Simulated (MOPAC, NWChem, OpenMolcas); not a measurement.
## AlNH4O2 (SMILES [NH2][Al]([OH])[OH]): the dipole moment, rung by rung

AlNH4O2 has 8 atoms, charge 0, and is taken as a singlet. As SMILES, `[NH2][Al]([OH])[OH]`. Geometry: relaxed at PBE0-D4/def2-TZVP. This is one conformer, not always the lowest.

```xyz
8

N    -0.4534    1.3709    0.1590
Al    0.0219   -0.3143   -0.0152
O     1.5694   -0.8061   -0.5009
O    -1.1401   -1.4961    0.3242
H     0.1328    2.1700   -0.0090
H    -1.3726    1.6620    0.4477
H     2.2870   -0.2138   -0.7127
H    -0.9528   -2.4298    0.2512
```

Quantity: the dipole moment, in D. The values are calculated.

```tsv
level	kind	program	value (D)	CPU time
PM6	semi-empirical	MOPAC	1.97	under 2 s
HF/6-311+G**	Hartree–Fock	OpenMolcas	1.94	19 s
SVWN5/6-311+G**	LDA	NWChem	1.82	23 s
revPBE/6-311+G**	GGA	OpenMolcas	1.74	44 s
TPSS/6-311+G**	meta-GGA	OpenMolcas	1.75	52 s
BHLYP/6-311+G**	global hybrid	OpenMolcas	1.88	39 s
```

The values span 1.74 to 1.97 D. Magnitudes only. Times are those of the runs behind each value, whatever else they computed, on shared processors of several kinds: orders of magnitude only.

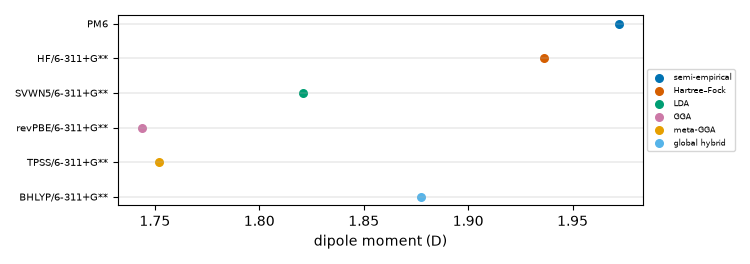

The values of the table, level by level.
